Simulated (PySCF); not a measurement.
The calculation's input:

```
{"job": {"kind": "epr", "basis": "pcH-1"}, "charge": 0, "multiplicity": 2}
C      3.314244    -0.608357     0.267664
C      2.135650    -0.391222     0.169086
C      0.753238    -0.137694     0.056963
C      0.297860     1.106310    -0.399923
C     -1.048585     1.353367    -0.508129
C     -1.981072     0.362817    -0.161334
S     -3.662425     0.669519    -0.300074
C     -1.522331    -0.881930     0.298184
C     -0.175546    -1.127730     0.404840
H      4.342957    -0.797462     0.353738
H      1.016733     1.867229    -0.666089
H     -1.407424     2.308840    -0.859443
H     -2.243712    -1.639052     0.565670
H      0.179734    -2.085106     0.756680
```

Command:

```sh
OMP_NUM_THREADS=1 python probes_run.py task.json out
```

Geometry: GFN2-xTB.

All numbers below come from UKS B3LYP, pcH-1 on C H S, non-relativistic, mean-field spin-orbit, GIAO (PySCF 2.14.0, density-fitted response routines).

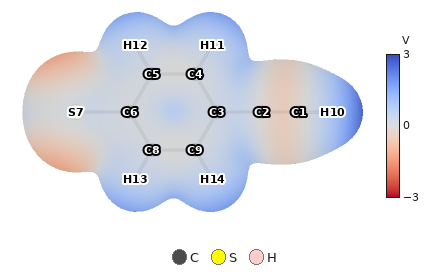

C8H5S (SMILES C#Cc1ccc([S])cc1) (doublet). The molecular electrostatic potential painted on the density surface at 0.004 e/bohr³, seen at a tilt; red is negative and blue positive.

> Describe the electrostatic potential map.

The most negative region (about −1.1 V, or −25 kcal/mol for a unit charge) lies over S7, the most positive (about +2.4 V, or +55 kcal/mol for a unit charge) over H10.
